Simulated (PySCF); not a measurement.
**Br2 (bromine): levels of theory compared**

Wanted: a comparison of 4 runs (HF/STO-3G, HF/3-21G, B3LYP/6-31G*, SCS-MP2/aug-cc-pVTZ) of Br2 (bromine). Input form: a Python script.

Program for the calculation: PySCF 2.14.0.

**1. The molecule**

The species is Br2 (2 atoms), meant as a singlet with charge 0. SMILES: `BrBr`. The Br1–Br2 distance was set to 2.966 Å, away from the relaxed value.

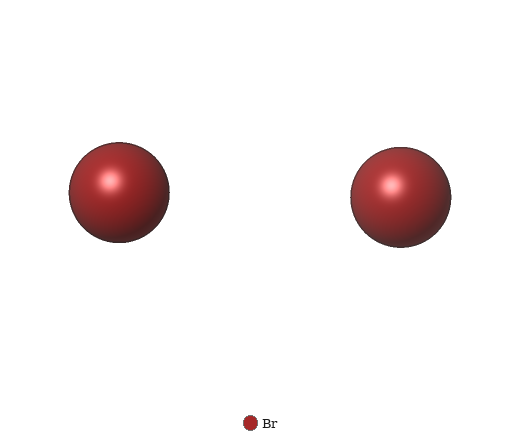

The structure, seen from a chosen angle (bromine red).

**2. A single-point energy at HF/STO-3G (run 1)**

Contents of calc.py:

```python
from pyscf import gto

mol = gto.M(
    atom='''
Br     1.556969    -0.520696     0.797732
Br    -0.973120     0.325440    -0.498590
''',
    verbose=3,
    basis='sto-3g',
    max_memory=1860,
)

mf = mol.RHF()
mf.conv_tol = 1e-10
mf.kernel()
if not mf.converged:
    mf = mf.newton().run(mf.mo_coeff, mf.mo_occ)

e_tot = mf.e_tot
print('E(%s) = %.9f' % ('HF', e_tot))
```

On the command line:

```
$ OMP_NUM_THREADS=1 python calc.py
```

What it wrote:

```text
converged SCF energy = -5089.225412529
E(HF) = -5089.225412529
```

Wall time 0.83 s (1 thread of Intel Xeon at 2.70GHz, shared host); peak memory 0.12 GiB.

**3. A single-point energy at HF/3-21G (run 2)**

Contents of job.py:

```python
from pyscf import gto, scf

system = gto.M(
    atom=[
    ('Br', (1.556969, -0.520696, 0.797732)),
    ('Br', (-0.973120, 0.325440, -0.498590)),
],
    basis='3-21g',
    max_memory=1860,
    spin=0,
    charge=0,
    verbose=3,
)

mf = scf.RHF(system)
mf.conv_tol = 1e-10
mf.kernel()
if not mf.converged:
    mf = mf.newton().run(mf.mo_coeff, mf.mo_occ)

energy = mf.e_tot
print(f'total energy: {energy:.8f} hartree')
```

On the command line:

```
$ OMP_NUM_THREADS=1 python job.py
```

What it wrote:

```text
converged SCF energy = -5120.03715382783
total energy: -5120.03715383 hartree
```

Run time: 0.75 s. Hardware: 1 thread of Intel Xeon at 2.70GHz, shared host; peak memory 0.1 GiB.

Run 3 isn't shown in full; the table further down has it.

**4. A single-point energy at SCS-MP2/aug-cc-pVTZ (run 4)**

Contents of job.py:

```python
from pyscf import gto, mp

mol = gto.M(
    atom='''
Br     1.556969    -0.520696     0.797732
Br    -0.973120     0.325440    -0.498590
''',
    basis='aug-cc-pvtz',
    verbose=4,
    max_memory=1860,
    spin=0,
)

calc0 = mol.RHF()
calc0.conv_tol = 1e-10
calc0.kernel()
if not calc0.converged:
    calc0 = calc0.newton().run(calc0.mo_coeff, calc0.mo_occ)

pt = mp.MP2(calc0, frozen=18).run()
etot = calc0.e_tot + 1.2 * pt.e_corr_os + pt.e_corr_ss / 3
print(f'total energy: {etot:.8f} hartree')
```

On the command line:

```
$ OMP_NUM_THREADS=1 python job.py
```

What it wrote:

```text
PySCF version 2.14.0

[... 54 lines left out ...]
converged SCF energy = -5144.8471304449
[... 1 line left out ...]
******** <class 'pyscf.mp.mp2.RMP2'> ********
nocc = 17, nmo = 100
frozen orbitals 18
E(RMP2) = -5145.31937718544  E_corr = -0.472246740540106
E(SCS-RMP2) = -5145.29960119081  E_corr = -0.452470745915754
E_corr(same-spin) = -0.131798472383507
E_corr(oppo-spin) = -0.340448268156599
total energy: -5145.29960119 hartree
```

Wall time 7.2 s (1 thread of Intel Xeon at 2.70GHz, shared host); peak memory 0.39 GiB.

**5. Overview of the runs**

```csv
run,level,integration grid,frozen core orbitals,energy (Eh),dipole moment (D) of the reference,HOMO energy (eV),LUMO energy (eV),wall time
1,HF/STO-3G,–,–,-5089.225413,0.00,-8.76,0.06,0.83 s
2,HF/3-21G,–,–,-5120.037154,0.00,-11.56,-2.89,0.75 s
3,B3LYP/6-31G* (spherical functions),5,–,-5147.690875,0.00,-8.53,-6.64,7.8 s
4,SCS-MP2/aug-cc-pVTZ,–,18,-5145.299601,0.00,-11.98,-3.27,7.2 s
```

**6. Results**

| quantity | value |
| --- | --- |
| run 4: total energy | -5145.29960 Eh |
| run 4: dipole moment (Hartree–Fock density) | 0.00 D |
| run 4: HOMO energy (Hartree–Fock orbitals) | -11.98 eV |
| run 4: LUMO energy (Hartree–Fock orbitals) | -3.27 eV |
| run 4: HOMO–LUMO gap (Hartree–Fock orbitals) | 8.72 eV |
| run 4: correlation energy (18 core orbitals frozen) | -452.5 mEh |

What this shows: Over runs 1, 2, 3 the HOMO–LUMO gap runs from 1.90 eV (B3LYP/6-31G*) to 8.82 eV (HF/STO-3G). The two ends differ in method and basis. In run 1 the basis is minimal, so the values are rough. All runs together took 17 s, the longest 7.8 s.
